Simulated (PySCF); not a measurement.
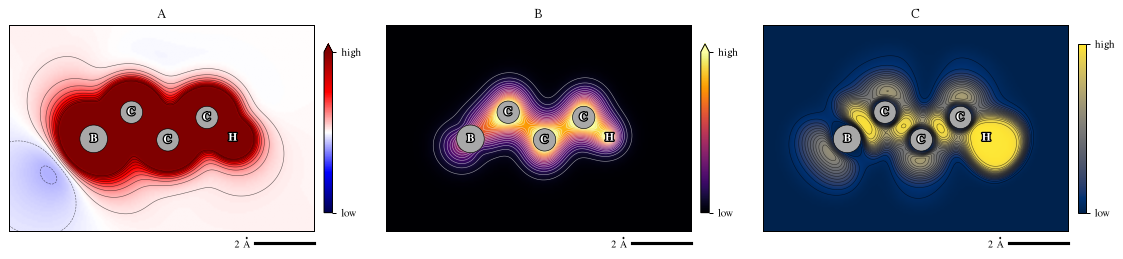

C₃H₉B (BH2(nPr)): 3 fields on the plane of atoms B1, C4 and C5, with unlabelled colour scales. Grey discs cover the atomic cores.

Geometry: PBE0-D3(BJ)/def2-SVP.

Method: CAM-B3LYP/def2-SVPD, SCF density, gas phase (PySCF 2.14.0).

Match the panels to the quantities (electron density, electron localisation function and electrostatic potential).

Panel A: electrostatic potential (strongly positive close to the atoms and fading to about zero outside). Panel B: electron density. Panel C: electron localisation function. From the grid: C–C (1.52 Å): the density is about 1.7 e/Å³ at the midpoint; the ELF peaks at about 0.95 between the atoms, as expected for a covalent bond. C–B (1.56 Å): ρ is about 1.5 e/Å³ halfway; the ELF peaks at about 1 between the atoms; a shared electron pair.
